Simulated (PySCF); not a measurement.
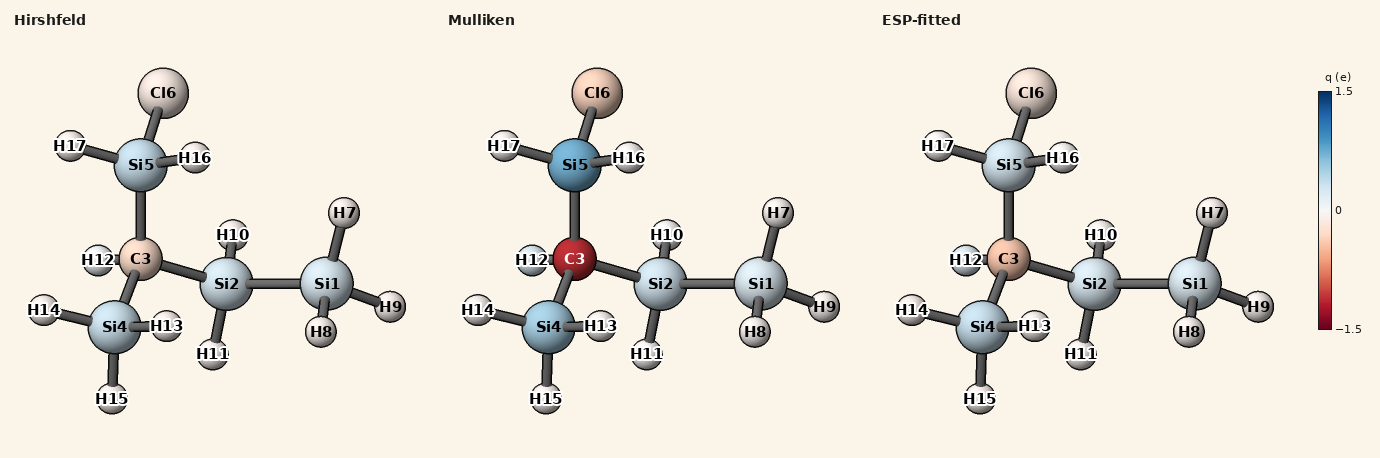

Atomic charges of one calculation by 3 schemes, on one colour scale. The computed structure is the end point of a GFN2-xTB optimisation. No frequency run is at hand to confirm it as a minimum. Computed with PBE0/pcSseg-1 (PySCF 2.14.0).

Question. Which scheme gives the most polar picture (largest mean size of the charges)?

Answer. The Mulliken charges are the largest in size here, and the Hirshfeld charges the smallest.

Question. On which atom do the schemes disagree most?

Answer. On C3 (from −1.10 to −0.28 e).

List the charges (e), one line for each set of equivalent atoms.

```json
{"atom": "Si1", "Hirshfeld": "0.21", "Mulliken": "0.19", "ESP-fitted": "0.20"}
{"atom": "Si2", "Hirshfeld": "0.24", "Mulliken": "0.28", "ESP-fitted": "0.21"}
{"atom": "C3", "Hirshfeld": "−0.28", "Mulliken": "−1.10", "ESP-fitted": "−0.40"}
{"atom": "Si4", "Hirshfeld": "0.31", "Mulliken": "0.49", "ESP-fitted": "0.34"}
{"atom": "Si5", "Hirshfeld": "0.33", "Mulliken": "0.69", "ESP-fitted": "0.26"}
{"atom": "Cl6", "Hirshfeld": "−0.12", "Mulliken": "−0.32", "ESP-fitted": "−0.18"}
{"atom": "H7", "Hirshfeld": "−0.07", "Mulliken": "−0.05", "ESP-fitted": "−0.06"}
{"atom": "H8", "Hirshfeld": "−0.07", "Mulliken": "−0.05", "ESP-fitted": "−0.07"}
{"atom": "H9", "Hirshfeld": "−0.07", "Mulliken": "−0.05", "ESP-fitted": "−0.06"}
{"atom": "H10", "Hirshfeld": "−0.08", "Mulliken": "−0.01", "ESP-fitted": "−0.06"}
{"atom": "H11", "Hirshfeld": "−0.08", "Mulliken": "−0.03", "ESP-fitted": "−0.07"}
{"atom": "H12", "Hirshfeld": "0.05", "Mulliken": "0.21", "ESP-fitted": "0.19"}
{"atom": "H13", "Hirshfeld": "−0.07", "Mulliken": "−0.05", "ESP-fitted": "−0.07"}
{"atom": "H14", "Hirshfeld": "−0.08", "Mulliken": "−0.06", "ESP-fitted": "−0.08"}
{"atom": "H15", "Hirshfeld": "−0.07", "Mulliken": "−0.06", "ESP-fitted": "−0.08"}
{"atom": "H16", "Hirshfeld": "−0.07", "Mulliken": "−0.04", "ESP-fitted": "−0.02"}
{"atom": "H17", "Hirshfeld": "−0.07", "Mulliken": "−0.05", "ESP-fitted": "−0.03"}
```

The geometry is semi-empirical. Around Si such bond lengths and angles can be off by a tenth of an ångström or more and by several degrees, and values that hang on the shape move with them.
